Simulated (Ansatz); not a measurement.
The reference is MoS$_{2}$ in the 2H-MoS2 type structure (space group P6_3/mmc, No. 194; a = 3.173 Å, c = 12.437 Å; layered, stacked along the Cartesian z axis).

One thing is altered: a hydrostatic pressure of 2.1 GPa.

The values are results of r2SCAN+rVV10 (Ansatz, a quantum-chemistry and plane-wave program; PAW; 500 eV plane waves; spin-orbit coupling left out), earlier PAW set, not measurements.

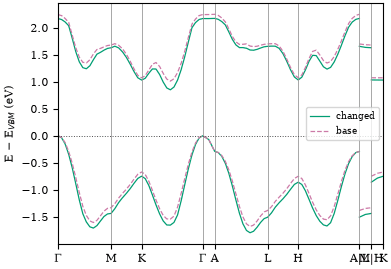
Highest valence and lowest conduction band along the path, each from its own valence-band maximum

The gap is 0.85 eV, indirect, Γ → K–Γ (47 % along); the base has 1.01 eV.

Load acts through the strain it causes; cell and atoms are relaxed under it. Whether these cells are dynamically stable was not tested.
